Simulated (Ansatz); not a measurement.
BrF2HSi···H2

The calculation's input:

```
crystal:
  periodic: [false, false, false]
  atoms:
    - {symbol: Si, position_ang: [-0.716276, -0.393531, 0.699995]}
    - {symbol: Br, position_ang: [0.662675, -2.048344, 0.348069]}
    - {symbol: F, position_ang: [-1.430673, -0.017172, -0.655308]}
    - {symbol: F, position_ang: [0.100441, 0.869329, 1.178413]}
    - {symbol: H, position_ang: [-1.723906, -0.736411, 1.708446]}
    - {symbol: H, position_ang: [1.492718, 0.945588, -1.936728]}
    - {symbol: H, position_ang: [1.614921, 1.380541, -1.342786]}
basis:
  gaussian: {orbitals: def2-TZVPP}
hamiltonian: {xc: pbe0, dispersion: d4}
output: {orbitals: {seedname: orbitals}}
```

Launched as:

```sh
ansatz run in.yaml --threads 4 --pin off --events-out ev --progress --plain --max-ram 9574MiB
```

The reactant side of a reaction path; geometry: PBE0-D4/def2-TZVP; a saddle point, not a minimum.

These are results of RKS PBE0-D4/def2-TZVPP (Ansatz), not measurements.

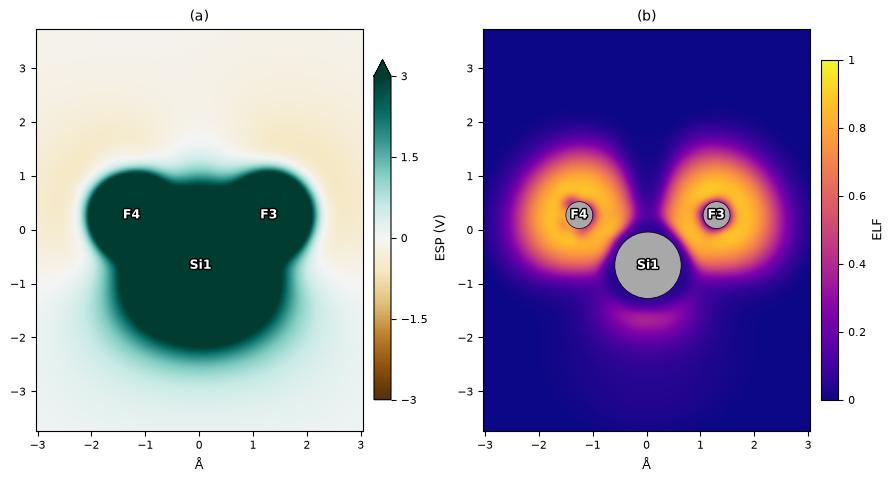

Figure 1. (a) molecular electrostatic potential; (b) ELF on the plane of atoms F3, Si1 and F4. Grey discs cover the atomic cores in the ELF map.

What do the fields say about this system?

Answer. The section cuts through Si and F sites. Si–F (1.58 Å): the ELF peaks at about 0.85 in the valence shell of F, 0.6 Å from its nucleus, and is about 0.55 at the midpoint. The ELF also peaks beside F4 and F3, away from the bonds: lone-pair regions. Outside the dense part of the complex the potential is most negative (−0.6 V) near F3.

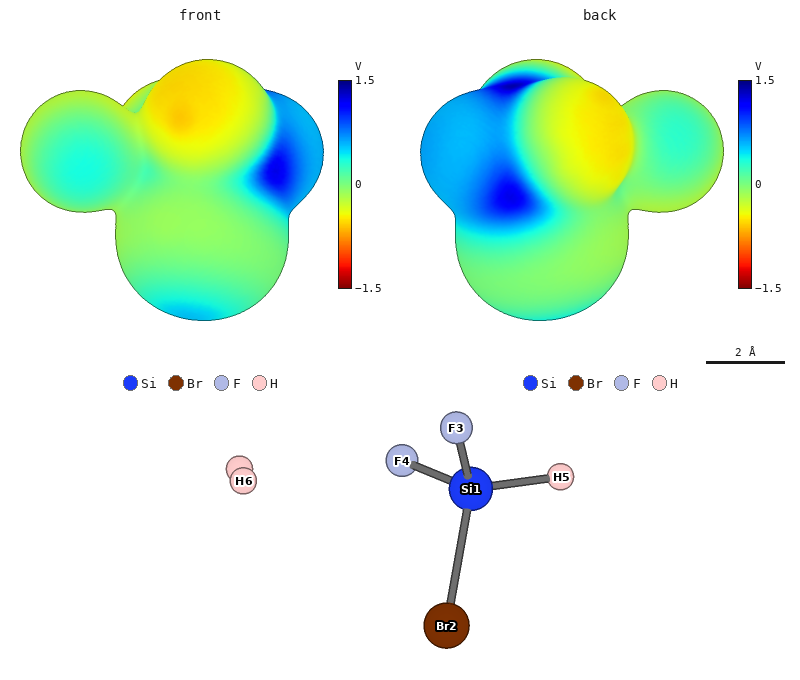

Figure 2. The electrostatic potential painted on the density surface at 0.001 e/bohr³, seen from the front and from behind; red is negative and blue positive. The bare structure is drawn below in the same view.

Describe the electrostatic potential map.

Answer. The most negative region (about −0.6 V) lies over F3 and F4, the most positive (about +1.2 V) over Si1. Br2 shows a σ-hole: about +0.5 V at the tip opposite its bond, against about −0.1 V on its flanks.

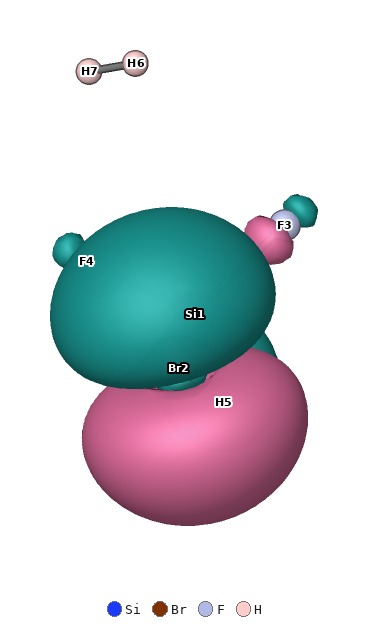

Figure 3. The HOMO at ±0.08 Å⁻³ᐟ² (teal and pink are the two phases), seen at an oblique angle.

What is the character of this orbital?

Answer. It lies mainly on Br2 (about 85 %); largely a lone pair of Br2. Its energy is −9.23 eV.
